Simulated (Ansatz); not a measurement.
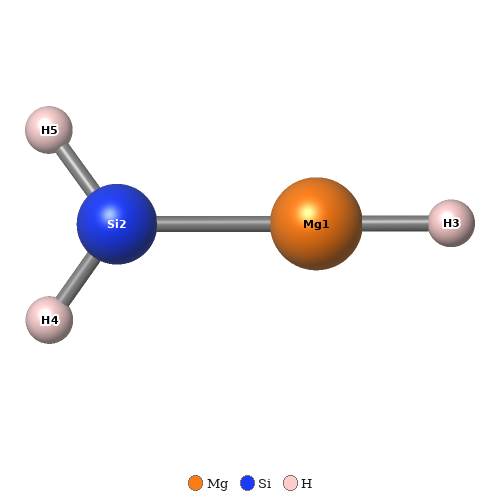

The system is H₃MgSi, SMILES [MgH][SiH2], spin multiplicity 2; the picture shows the reference structure. The first coordinate is: bond length Si2–H5; the second: angle H4–Si2–H5. Nothing is relaxed (all other coordinates rigid). Grid: 15 × 15 points. Points are written as (first, second). All energies are given in kJ/mol relative to the lowest grid point. Level of theory: UKS PBE0-D4/def2-TZVP in Ansatz.

Its coordinates:

```xyz
5

Mg    0.5323   -1.1723    0.7919
Si   -0.4293    0.8168   -0.4066
H     1.1418   -2.4966    1.6657
H    -1.5451    0.7566   -1.3964
H     0.3002    2.0955   -0.6546
```

Range: bond length Si2–H5 from 1.284 to 2.090 Å; angle H4–Si2–H5 from 61.8 to 151.8°.

**Predict the map.**

The lowest grid point is at (1.514 Å, 106.8°). It is the only kind of minimum in the scanned range. The highest grid point, (2.090 Å, 151.8°), lies 245 kJ/mol above the lowest. Round the minimum the two coordinates are weakly coupled (coupling 0.06 in units of the two stiffnesses).

```csv
"angle H4–Si2–H5 ↓, bond length Si2–H5 →",1.284,1.341,1.399,1.457,1.514,1.572,1.629,1.687,1.744,1.802,1.860,1.917,1.975,2.032,2.090
151.8,149,125,111,105,106,111,120,133,146,162,178,194,211,228,245
145.4,123,99,84,78,79,84,93,105,119,134,150,167,184,201,219
139.0,101,76,61,55,55,61,70,81,95,110,126,143,161,178,195
132.6,82,57,42,36,36,41,50,62,75,90,107,123,141,158,176
126.1,67,42,27,20,20,25,34,46,59,74,90,107,125,142,160
119.7,57,32,16,10,9,14,22,34,47,62,78,95,113,130,148
113.3,51,25,10,3,2,7,15,27,40,55,71,87,105,122,140
106.8,50,24,8,1,0,4,12,23,36,51,67,83,100,118,135
100.4,53,27,11,3,2,6,14,25,37,52,67,83,100,117,134
94.0,62,35,19,11,9,13,20,30,43,56,72,87,104,121,138
87.6,75,48,31,23,21,24,31,40,52,66,80,95,112,128,144
81.1,94,66,49,40,38,40,46,55,67,79,93,108,123,139,155
74.7,118,90,72,62,59,61,66,75,85,97,110,124,139,154,169
68.3,147,118,99,89,85,86,91,98,108,119,131,144,158,172,186
61.8,180,151,131,120,115,115,119,126,134,144,156,168,180,193,206
```

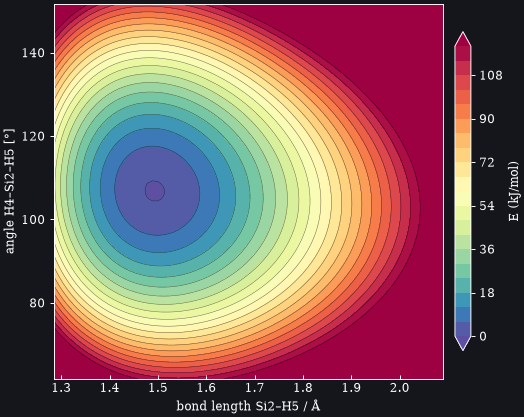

In the figure: filled contours, one colour for all values above the top of the scale. Between grid points the surface is interpolated.

Each point was launched as `ansatz run input.yaml --threads 1 --pin off --max-ram 2560MiB --backend cpu --events-out ev --progress --plain --runs-dir out`. Time for the 225 points that were run: 10 min on 1 thread of Arm Neoverse V2, on a shared host.
